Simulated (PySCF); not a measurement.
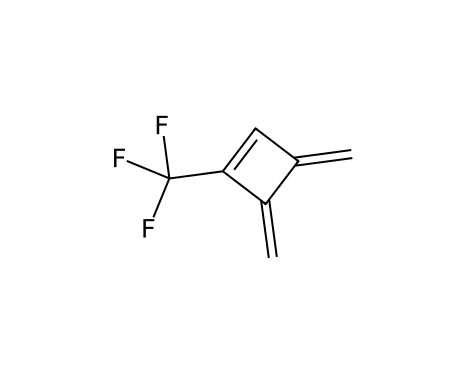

Give its SMILES.

Answer. C=C1C=C(C(F)(F)F)C1=C

What is the molecular formula?

Answer. C7H5F3.

An optimisation with GFN2-xTB gave a structure of which point group?

Answer. Cs.

More results for the same structure follow; atom numbers are the same in all pictures, views and colours differ. Computed geometry: GFN2-xTB optimisation. No frequency run is at hand to confirm it as a minimum.

### Electronic properties

No frequency run is at hand to confirm it as a minimum. Method: PBE0/def2-SVPD, gas phase (PySCF 2.14.0). Excitations: vertical, linear response.

Give the HOMO energy (Kohn–Sham orbital) at this level.

Answer. −7.43 eV.

Estimate the LUMO energy (Kohn–Sham orbital).

Answer. −1.78 eV.

What is the mean static polarisability?

Answer. 88.3 bohr³.

Estimate the lowest vertical singlet excitation.

Answer. 4.76 eV.

### Ring current

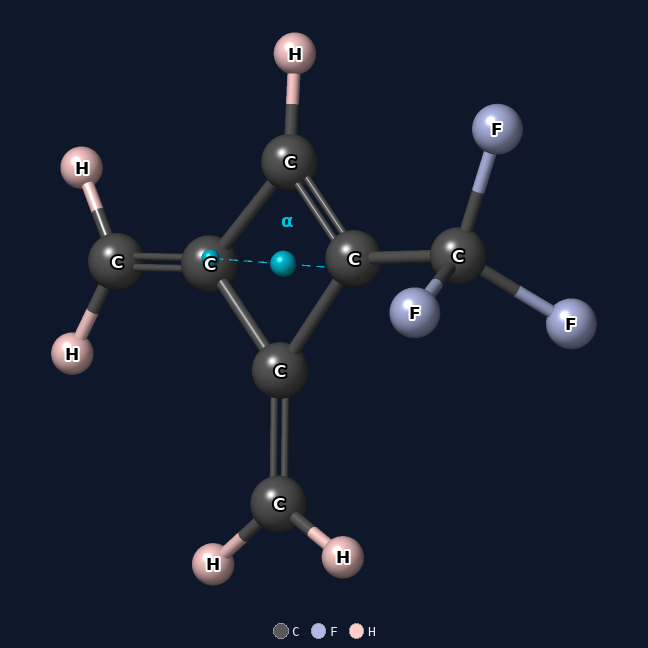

The small points mark where nucleus-independent chemical shifts (NICS) were computed: at the centre of each lettered ring and 1 Å above and below it. No frequency run is at hand to confirm it as a minimum. Level of theory: GIAO PBE0/pcSseg-1 NMR shielding, non-relativistic, gas phase (PySCF 2.14.0).

Give NICS(0), NICS(1) and the out-of-plane component NICS(1)zz for each ring (means of the two sides).

| ring | members | NICS(0) | NICS(1) | NICS(1)zz |
| --- | --- | --- | --- | --- |
| α | C4 | 3.4 | −2.7 | 2.7 |

Values in ppm.

### NMR shielding

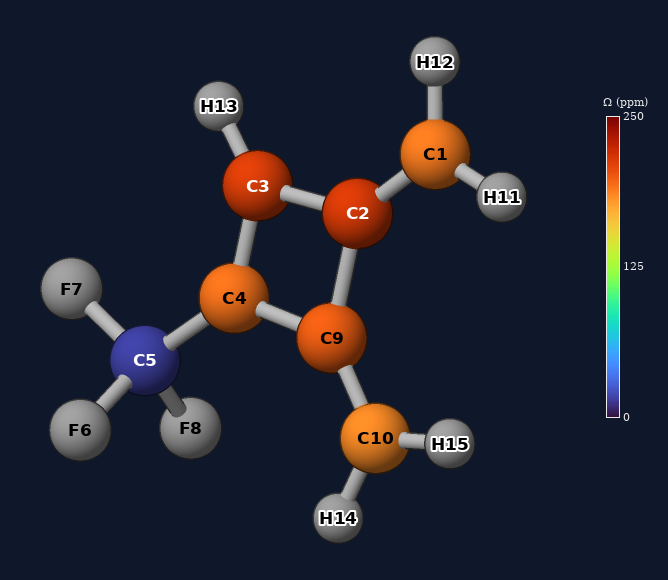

The C atoms are coloured by the span of their shielding tensor. No frequency run is at hand to confirm it as a minimum. Properties computed with GIAO PBE0/pcSseg-1 NMR shielding, non-relativistic, gas phase (PySCF 2.14.0). Principal shieldings σ11 ≤ σ22 ≤ σ33, span Ω = σ33 − σ11, skew κ = 3(σiso − σ22)/Ω.

Give the shielding tensors of the C atoms.

```tsv
atom	σ11	σ22	σ33	σiso	Ω	κ
C1	−13.5	75.7	174.4	78.9	187.9	0.05
C2	−74.2	40.8	137.8	34.8	212.0	−0.08
C3	−64.3	13.8	146.0	31.8	210.2	0.26
C4	−62.9	33.4	128.5	33.0	191.4	−0.01
C5	48.3	58.4	65.1	57.2	16.7	−0.20
C9	−67.8	47.2	130.0	36.5	197.8	−0.16
C10	−6.2	77.2	176.7	82.6	182.9	0.09
```

Shieldings and span in ppm.
